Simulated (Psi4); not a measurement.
**B2PLYP/def2-SVPD (density fitting for correlation) run of [B2NH6]− (SMILES BN[BH3-])**

Aim: the vertical ionisation energy of [B2NH6]− at B2PLYP/def2-SVPD (density fitting for correlation), from 2 runs. 

The calculation is run with Psi4 1.11.

1 further run of the same task is left out (set aside as unsound or not needed).

## (1) Starting point

[B2NH6]−: 9 atoms, total charge -1, spin state singlet. SMILES: `BN[BH3-]`. The coordinates come from a GFN2-xTB relaxation.

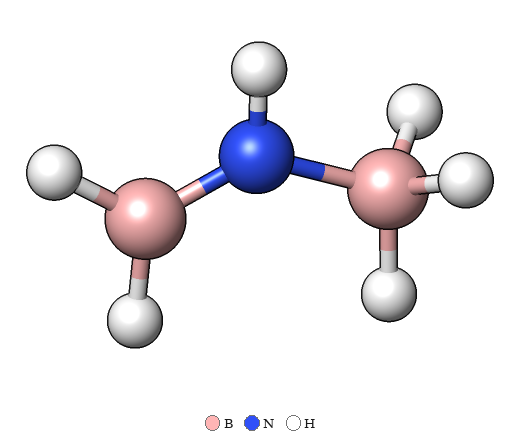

Viewed from a chosen angle; boron pink, nitrogen blue, hydrogen white.

## (2) The energy at B2PLYP/def2-SVPD (density fitting for correlation)

File b2h6n.xyz:

```xyz
9
B2H6N
B     -1.096040     0.660400    -0.737360
N      0.102460     0.468730    -0.124320
B      0.738520    -0.744300     0.609610
H     -1.364570     1.716750    -1.250940
H     -1.911390    -0.199190    -0.782900
H      0.756830     1.240850    -0.126490
H      1.756160    -1.081370     0.002570
H     -0.040750    -1.671270     0.666020
H      1.058770    -0.390590     1.743810
```

File job.py:

```python
import psi4

psi4.set_memory('1600 MB')
psi4.set_num_threads(1)
psi4.set_output_file('psi4.out', False)

with open('b2h6n.xyz') as f:
    atoms = ''.join(f.readlines()[2:])
molecule = psi4.geometry('-1 1\n' + atoms + 'symmetry c1')

psi4.set_options({
    'basis': 'def2-SVPD',
    'puream': True,
    'e_convergence': 1e-09,
    'd_convergence': 1e-08,
    'scf_type': 'pk',
    'dft_radial_points': 99,
    'dft_spherical_points': 590,
    'num_frozen_docc': 3,
})

result = psi4.energy('b2plyp')
print(f'b2plyp energy: {result:.10f} Eh')
for k, v in sorted(psi4.core.scalar_variables().items()):
    print(f'{k:45s} {v:18.10f}')
```

On the command line:

```bash
$ python job.py
```

psi4.out, shortened:

```text
[...]
  Running in c1 symmetry.
[...]
  Nuclear repulsion =   62.703045865643595
[...]
  Multiplicity = 1
[...]
  Nalpha       = 12
  Nbeta        = 12
[...]
    Number of basis functions: 108
[...]
   @RKS iter   1:  -107.53494847012550   -6.51576e-01   6.13763e-03 DIIS/ADIIS
[...]
   @RKS iter  11:  -107.79431407534548   -7.09122e-12   3.41728e-09 DIIS
[...]
    Orbital Energies [Eh]
    ---------------------
    Doubly Occupied:
       1A    -14.626099     2A     -6.899152     3A     -6.846667
       4A     -0.759305     5A     -0.410302     6A     -0.378058
       7A     -0.298720     8A     -0.235957     9A     -0.198197
      10A     -0.174753    11A     -0.137251    12A     -0.095968
[...]
  @RKS Final Energy:  -107.79431407534548
   => Energetics <=
    Nuclear Repulsion Energy =             62.7030458656435954
    One-Electron Energy =                -272.8451631726898654
    Two-Electron Energy =                 110.7262766141969621
    DFT Exchange-Correlation Energy =      -8.3784733824961624
    Empirical Dispersion Energy =           0.0000000000000000
    VV10 Nonlocal Energy =                  0.0000000000000000
    Total Energy =                       -107.7943140753454827
[...]
 Multipole Moments:
 ------------------------------------------------------------------------------------
     Multipole            Electronic (a.u.)      Nuclear  (a.u.)        Total (a.u.)
 ------------------------------------------------------------------------------------
 L = 1.  Multiply by 2.5417464519 to convert [e a0] to [Debye]
 Dipole X            :         -1.1310512            0.7779187           -0.3531326
 Dipole Y            :          1.9458371           -0.7458642            1.1999730
 Dipole Z            :         -1.2191206            0.6139692           -0.6051514
 Magnitude           :                                                    1.3895488
[...]
```

On the terminal:

```text
b2plyp energy: -107.9291427415 Eh
B2PLYP DOUBLE-HYBRID CORRECTION ENERGY             -0.1348286662
B2PLYP TOTAL ENERGY                              -107.9291427415
CURRENT ENERGY                                   -107.9291427415
CURRENT REFERENCE ENERGY                         -107.7943140753
DD SOLVATION ENERGY                                 0.0000000000
DFT FUNCTIONAL TOTAL ENERGY                      -107.7943140753
DFT TOTAL ENERGY                                 -107.9291427415
DFT VV10 ENERGY                                     0.0000000000
DFT XC ENERGY                                      -8.3784733825
DOUBLE-HYBRID CORRECTION ENERGY                    -0.1348286662
GRID ELECTRONS ALPHA                               12.0000000102
GRID ELECTRONS BETA                                12.0000000102
GRID ELECTRONS TOTAL                               24.0000000204
NUCLEAR REPULSION ENERGY                           62.7030458656
ONE-ELECTRON ENERGY                              -272.8451631727
PCM POLARIZATION ENERGY                             0.0000000000
PE ENERGY                                           0.0000000000
SCF ITERATION ENERGY                             -107.7943140753
SCF ITERATIONS                                     11.0000000000
SCF TOTAL ENERGY                                 -107.7943140753
TWO-ELECTRON ENERGY                               110.7262766142
XC GRID RADIAL POINTS                              99.0000000000
XC GRID SPHERICAL POINTS                          590.0000000000
XC GRID TOTAL POINTS                           501074.0000000000
```

Wall time 21 s (1 thread of Intel Xeon Platinum 8559C (Emerald Rapids), shared host); peak memory 0.6 GiB.

## (3) Doublet neutral B2NH6 at the same level

File b2h6n.dat:

```
memory 1600 mb

molecule molecule1 {
  0 2
  B     -1.096040     0.660400    -0.737360
  N      0.102460     0.468730    -0.124320
  B      0.738520    -0.744300     0.609610
  H     -1.364570     1.716750    -1.250940
  H     -1.911390    -0.199190    -0.782900
  H      0.756830     1.240850    -0.126490
  H      1.756160    -1.081370     0.002570
  H     -0.040750    -1.671270     0.666020
  H      1.058770    -0.390590     1.743810
  symmetry c1
}

set {
  basis                def2-SVPD
  reference            uks
  puream               true
  e_convergence        1e-09
  d_convergence        1e-08
  scf_type             pk
  dft_radial_points    99
  dft_spherical_points 590
  num_frozen_docc      3
  maxiter              200
}

result, w = energy("b2plyp", return_wfn=True)
print_variables()
```

On the command line:

```bash
$ psi4 b2h6n.dat b2h6n.out -n 1
```

b2h6n.out, shortened:

```text
[...]
  Running in c1 symmetry.
[...]
  Nuclear repulsion =   62.703045865643595
[...]
  Multiplicity = 2
[...]
  Nalpha       = 12
  Nbeta        = 11
[...]
    Number of basis functions: 108
[...]
   @UKS iter   1:  -107.53391298579574   -6.50540e-01   4.51005e-03 ADIIS/DIIS
[...]
   @UKS iter  16:  -107.66664038865167   -1.08571e-11   7.10659e-09 DIIS
[...]
   @S^2 Observed:                7.639277214E-01
[...]
    Orbital Energies [Eh]
    ---------------------
    Alpha Occupied:
       1A    -14.908452     2A     -7.137521     3A     -7.091384
       4A     -1.040526     5A     -0.665915     6A     -0.632017
       7A     -0.525742     8A     -0.487080     9A     -0.480347
      10A     -0.391901    11A     -0.382463    12A     -0.370631
    Alpha Virtual:
      13A      0.023330    14A      0.033716    15A      0.064045
      16A      0.080018    17A      0.112623    18A      0.127060
      19A      0.134069    20A      0.141645    21A      0.159006
      22A      0.164229    23A      0.170231    24A      0.175816
      25A      0.189012    26A      0.200658    27A      0.233249
[...]
  @UKS Final Energy:  -107.66664038865167
   => Energetics <=
    Nuclear Repulsion Energy =             62.7030458656435954
    One-Electron Energy =                -267.1974280388708394
    Two-Electron Energy =                 105.0705090096380019
    DFT Exchange-Correlation Energy =      -8.2427672250624209
    Empirical Dispersion Energy =           0.0000000000000000
    VV10 Nonlocal Energy =                  0.0000000000000000
    Total Energy =                       -107.6666403886516719
[...]
 Multipole Moments:
 ------------------------------------------------------------------------------------
     Multipole            Electronic (a.u.)      Nuclear  (a.u.)        Total (a.u.)
 ------------------------------------------------------------------------------------
 L = 1.  Multiply by 2.5417464519 to convert [e a0] to [Debye]
 Dipole X            :         -0.5321008            0.7779187            0.2458179
 Dipole Y            :          1.5411555           -0.7458642            0.7952913
 Dipole Z            :         -0.8360593            0.6139692           -0.2220901
 Magnitude           :                                                    0.8615328
[...]
```

It took 41 s on 1 thread of Intel Xeon Platinum 8559C (Emerald Rapids), shared host; peak memory 0.61 GiB.

## (4) Summary of results

At B2PLYP/def2-SVPD (density fitting for correlation), 3 core orbitals frozen:

```
                                                                       quantity          value
                                                 singlet [B2NH6]−: total energy  -107.92914 Eh
                            singlet [B2NH6]−: HOMO energy (SCF part's orbitals)       -2.61 eV
                            singlet [B2NH6]−: LUMO energy (SCF part's orbitals)        4.95 eV
        singlet [B2NH6]−: HOMO–LUMO gap (to an unbound level, set by the basis)        7.56 eV
                                            doublet neutral B2NH6: total energy  -107.79157 Eh
doublet neutral B2NH6: HOMO energy (SCF part's orbitals) (highest over α and β)       -9.72 eV
 doublet neutral B2NH6: LUMO energy (SCF part's orbitals) (lowest over α and β)       -4.39 eV
                                                    doublet neutral B2NH6: ⟨S²⟩          0.764
                            vertical detachment energy (to the doublet neutral)       3.744 eV
```

What this shows: Removing an electron at fixed nuclei costs 3.74 eV (86 kcal/mol). The negative HOMO energy of the first species, 2.61 eV, lies 1.13 eV below that difference.
